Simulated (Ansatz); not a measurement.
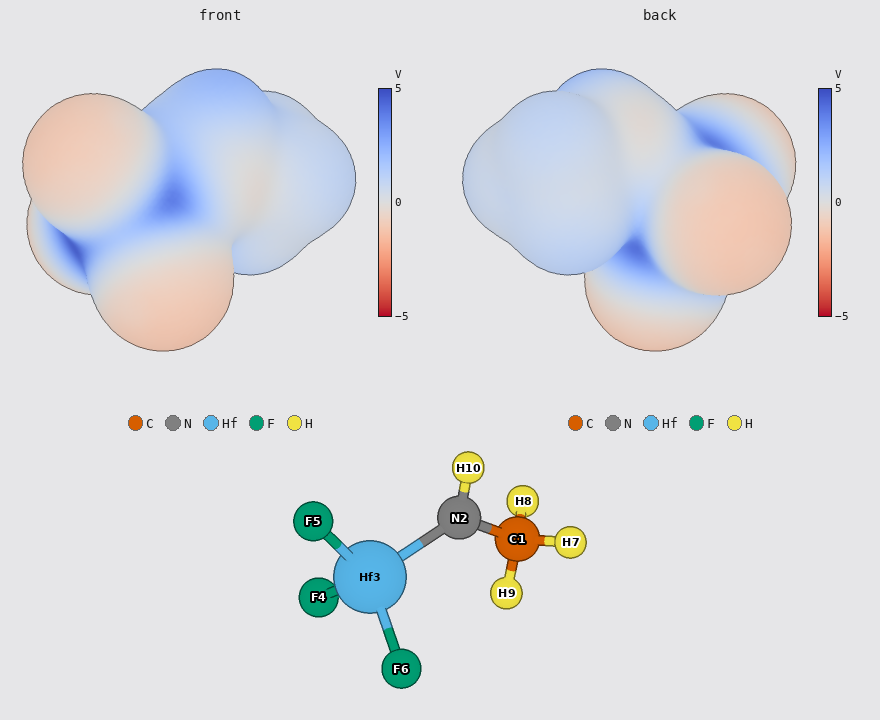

CH$_{4}$F$_{3}$HfN (SMILES C[NH][Hf]([F])([F])[F]). The molecular electrostatic potential painted on the density surface at 0.002 e/bohr³, seen from the front and from behind; the colour scale runs from red (negative) to blue (positive). The bare structure is drawn below in the same view.

Geometry: PBE0-D4/def2-TZVP; core potentials replace the inner electrons of Hf.

Method: Ansatz, RKS PBE0-D4/def2-TZVPP.

```yaml
atoms:
  - { symbol: C, position_ang: [0.3689, -1.1907, 0.8906] }
  - { symbol: N, position_ang: [0.6318, -0.2697, -0.2007] }
  - { symbol: Hf, position_ang: [-0.5608, 1.2361, -0.7943] }
  - { symbol: F, position_ang: [-2.2667, 0.5043, -1.2566] }
  - { symbol: F, position_ang: [0.2986, 2.0973, -2.2639] }
  - { symbol: F, position_ang: [-0.8359, 2.4054, 0.6945] }
  - { symbol: H, position_ang: [1.1331, -1.1312, 1.6729] }
  - { symbol: H, position_ang: [0.3058, -2.2288, 0.5473] }
  - { symbol: H, position_ang: [-0.5891, -0.9545, 1.3643] }
  - { symbol: H, position_ang: [1.5143, -0.4682, -0.6542] }
```

**Where is the surface potential most negative and most positive?**

The most negative region (about −1.1 V) lies over F4 and F6, the most positive (about +3.9 V) over Hf3.
